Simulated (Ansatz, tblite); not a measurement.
# C₁₂H₃₆Si₅: one state, many levels

Aim: run the singlet of C₁₂H₃₆Si₅ at one geometry on many levels, and compare frontier levels, spin and run time.

Computed with Ansatz 0.2.0, Gaussian basis. Level: as each input shows.

Plan: GFN1-xTB, GFN2-xTB, PBE-D4/def2-TZVP, r2SCAN-D4/def2-TZVP, PBE-D4/def2-SVP, PBE0-D4/def2-SVP.

1 further run of the same task is left out (set aside as unsound or not needed). Runs told in other sessions of the task aren't counted.

## Step 1: The relaxed structure

The geometry is that of the singlet, from an earlier relaxation (PBE-D4/def2-SVP).

SMILES `C[Si](C)(C)[Si](C)(C)[Si](C)(C)[Si](C)(C)[Si](C)(C)C`, 53 atoms, charge 0, spin multiplicity 1.

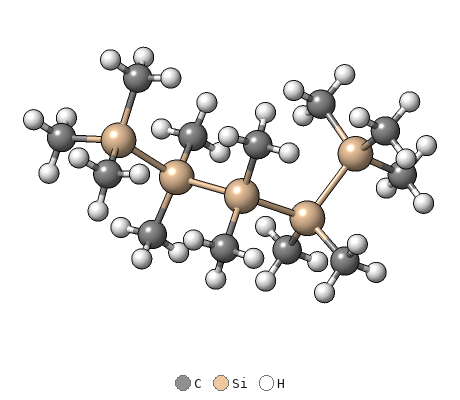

The geometry (carbon grey, silicon light orange, hydrogen white).

PBE0-D4/def2-TZVP was run before; its log isn't repeated, and its numbers join the tables.

## Step 2: GFN1-xTB

Tight binding, by tblite at 300 K electronic temperature and without a spin-polarisation term:

```python
tblite.interface.Calculator('GFN1-xTB', numbers, positions, charge=0, uhf=0).singlepoint()
```

Energy -1469.5345 eV, HOMO -9.87 eV, LUMO -6.70 eV; 0.12 s.

## Step 3: GFN2-xTB

Tight binding, by tblite at 300 K electronic temperature and without a spin-polarisation term:

```python
tblite.interface.Calculator('GFN2-xTB', numbers, positions, charge=0, uhf=0).singlepoint()
```

Energy -1430.7804 eV, HOMO -8.56 eV, LUMO -5.10 eV; 0.11 s.

## Step 4: PBE-D4/def2-TZVP

start.molden holds the orbitals of an earlier run on this state, given as this run's starting guess.

in.yaml reads:

```yaml
crystal:
  periodic: [false, false, false]
  atoms:
    - {symbol: C, position_ang: [4.895858, -0.496965, 1.615078]}
    - {symbol: Si, position_ang: [3.649834, 0.261619, 0.391846]}
    - {symbol: C, position_ang: [4.280932, -0.011003, -1.382077]}
    - {symbol: C, position_ang: [3.518155, 2.129656, 0.726918]}
    - {symbol: Si, position_ang: [1.539632, -0.750049, 0.695662]}
    - {symbol: C, position_ang: [0.846655, -0.191629, 2.385228]}
    - {symbol: C, position_ang: [1.747508, -2.649781, 0.710591]}
    - {symbol: Si, position_ang: [0.118485, -0.180796, -1.099095]}
    - {symbol: C, position_ang: [0.695150, -1.176770, -2.626985]}
    - {symbol: C, position_ang: [0.246933, 1.681044, -1.509184]}
    - {symbol: Si, position_ang: [-2.124303, -0.771154, -0.645497]}
    - {symbol: C, position_ang: [-3.003826, -1.144522, -2.303807]}
    - {symbol: C, position_ang: [-2.183992, -2.348460, 0.432307]}
    - {symbol: Si, position_ang: [-3.316376, 0.971613, 0.406808]}
    - {symbol: C, position_ang: [-3.556396, 2.400756, -0.825679]}
    - {symbol: C, position_ang: [-5.026723, 0.310626, 0.919721]}
    - {symbol: C, position_ang: [-2.423480, 1.632847, 1.948759]}
    - {symbol: H, position_ang: [5.896388, -0.026760, 1.508326]}
    - {symbol: H, position_ang: [5.011560, -1.586972, 1.443249]}
    - {symbol: H, position_ang: [4.563065, -0.353165, 2.663821]}
    - {symbol: H, position_ang: [4.325174, -1.090768, -1.633462]}
    - {symbol: H, position_ang: [5.300976, 0.409469, -1.508290]}
    - {symbol: H, position_ang: [3.617233, 0.481574, -2.122344]}
    - {symbol: H, position_ang: [2.802647, 2.614846, 0.032265]}
    - {symbol: H, position_ang: [4.504503, 2.624819, 0.602782]}
    - {symbol: H, position_ang: [3.169055, 2.324658, 1.761914]}
    - {symbol: H, position_ang: [0.721914, 0.909247, 2.425957]}
    - {symbol: H, position_ang: [-0.142022, -0.651402, 2.589738]}
    - {symbol: H, position_ang: [1.536746, -0.486421, 3.203470]}
    - {symbol: H, position_ang: [2.433115, -2.963548, 1.525227]}
    - {symbol: H, position_ang: [0.774122, -3.158506, 0.867360]}
    - {symbol: H, position_ang: [2.170893, -3.011034, -0.248995]}
    - {symbol: H, position_ang: [0.615458, -2.267447, -2.441074]}
    - {symbol: H, position_ang: [0.069519, -0.936649, -3.511706]}
    - {symbol: H, position_ang: [1.751414, -0.950801, -2.880199]}
    - {symbol: H, position_ang: [1.276361, 1.942113, -1.831750]}
    - {symbol: H, position_ang: [-0.002803, 2.306454, -0.627834]}
    - {symbol: H, position_ang: [-0.446827, 1.956643, -2.330420]}
    - {symbol: H, position_ang: [-2.505935, -1.980229, -2.838018]}
    - {symbol: H, position_ang: [-4.064252, -1.428208, -2.137514]}
    - {symbol: H, position_ang: [-2.989015, -0.258110, -2.970662]}
    - {symbol: H, position_ang: [-3.233670, -2.658296, 0.617319]}
    - {symbol: H, position_ang: [-1.662726, -3.191890, -0.066473]}
    - {symbol: H, position_ang: [-1.698423, -2.183234, 1.415645]}
    - {symbol: H, position_ang: [-4.163403, 3.212608, -0.371824]}
    - {symbol: H, position_ang: [-4.080822, 2.056555, -1.740856]}
    - {symbol: H, position_ang: [-2.583647, 2.834510, -1.134544]}
    - {symbol: H, position_ang: [-5.587703, -0.068236, 0.040425]}
    - {symbol: H, position_ang: [-4.933096, -0.522876, 1.646069]}
    - {symbol: H, position_ang: [-5.636503, 1.108723, 1.393803]}
    - {symbol: H, position_ang: [-1.427878, 2.047071, 1.689134]}
    - {symbol: H, position_ang: [-2.268918, 0.835780, 2.704188]}
    - {symbol: H, position_ang: [-3.016535, 2.442430, 2.424628]}
basis:
  gaussian: {orbitals: def2-TZVP, fitting: {mean_field: def2-universal-jkfit}, initial_orbitals: start.molden}
hamiltonian: {xc: pbe, dispersion: d4}
scf: {omitted_lower_state_checks: [starts]}
output: {orbitals: {seedname: orbitals}}
```

Launch:

```console
> ansatz run in.yaml --threads 2 --pin off --events-out ev --progress --plain --max-ram 32768MiB --backend cuda --devices 0, --max-vram 18GiB
```

After this run come: r2SCAN-D4/def2-TZVP; PBE-D4/def2-SVP; PBE0-D4/def2-SVP.

**Question.** What will the summary of the whole plan be? Wanted: gap in def2-TZVP, named functionals, smallest and largest; binding an atom, functionals in def2-TZVP; PBE0 total energy, smallest basis above largest.

**Answer**, as computed:

```
                                                 quantity                                 value
gap in def2-TZVP, named functionals, smallest and largest   4.42 eV (PBE-D4), 6.17 eV (PBE0-D4)
                binding an atom, functionals in def2-TZVP  3.95 (r2SCAN-D4) to 3.98 eV (PBE-D4)
          PBE0 total energy, smallest basis above largest        27.52 eV (def2-SVP, def2-TZVP)
```

In words: Over the named functionals in def2-TZVP the gap runs from 4.42 eV (PBE-D4) to 6.17 eV (PBE0-D4); exact exchange widens it.
